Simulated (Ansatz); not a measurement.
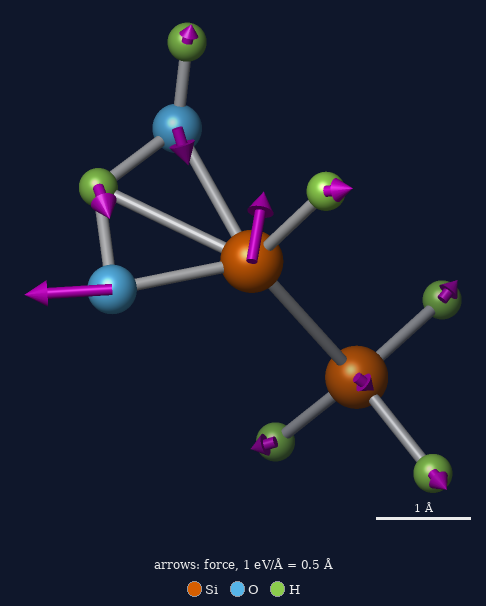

Starting geometry of Si2H6O2 with the computed forces as purple arrows. Style: ball-and-stick. Shown from a free direction.

The reaction that was planned forms O2–H4 and breaks Si1–O2, O3–H4 (atoms numbered from 1 in input order).

The calculation used RKS PBE0-D4/def2-SVP in Ansatz.

Input
```yaml
crystal:
  periodic: [false, false, false]
  atoms:
    - {symbol: Si, position_ang: [-0.678700, -0.024800, -0.486400]}
    - {symbol: O, position_ang: [0.660900, 1.109100, -1.240800]}
    - {symbol: O, position_ang: [-0.431000, -0.832200, -1.804800]}
    - {symbol: H, position_ang: [0.411500, 0.192300, -1.985800]}
    - {symbol: H, position_ang: [-1.832400, 0.882900, -0.451700]}
    - {symbol: Si, position_ang: [0.202100, -0.711300, 1.512700]}
    - {symbol: H, position_ang: [0.475200, 1.995900, -1.553100]}
    - {symbol: H, position_ang: [0.632700, 0.425600, 2.338300]}
    - {symbol: H, position_ang: [-0.808600, -1.446900, 2.285000]}
    - {symbol: H, position_ang: [1.368200, -1.590400, 1.386700]}
basis:
  gaussian: {orbitals: def2-SVP}
hamiltonian: {xc: pbe0, dispersion: d4}
relax: {f_tol: 0.04, max_steps: 150, escape_saddle: false, constraints: [{distance: [1, 3]}, {distance: [0, 1]}, {distance: [2, 3]}]}
```

Command:
```bash
ansatz run in.yaml --threads 4 --pin off --events-out ev --progress --plain --max-ram 9574MiB
```

**What follows when this structure is relaxed?**

It isn't relaxed: the largest force vector, on O3, is 1.88 eV/Å. The final displacements follow the starting forces only in part (cosine between the two patterns 0.34). The largest move after the best rigid fit is that of H8, 0.13 Å. Largest moves by element: H 0.13 Å, O 0.08 Å, Si 0.06 Å. Among the contacts that change: Si1–Si6 2.290 → 2.343 Å, Si1–O3 1.566 → 1.607 Å, Si1–H5 1.468 → 1.498 Å, Si1–H4 1.867 → 1.840 Å. Among the angles between lasting bonds that change: Si1–O2–H7 122.8° → 117.0°, Si1–Si6–H10 114.3° → 109.0°, H5–Si1–Si6 117.8° → 113.2°. Over 6 geometry steps the energy falls by 3.35 kcal/mol. Largest force component: 1.5 eV/Å at the start, 0.038 eV/Å at the end. The run took 4.7 s on 4 threads of Intel Xeon Platinum 8488C, on a shared host.
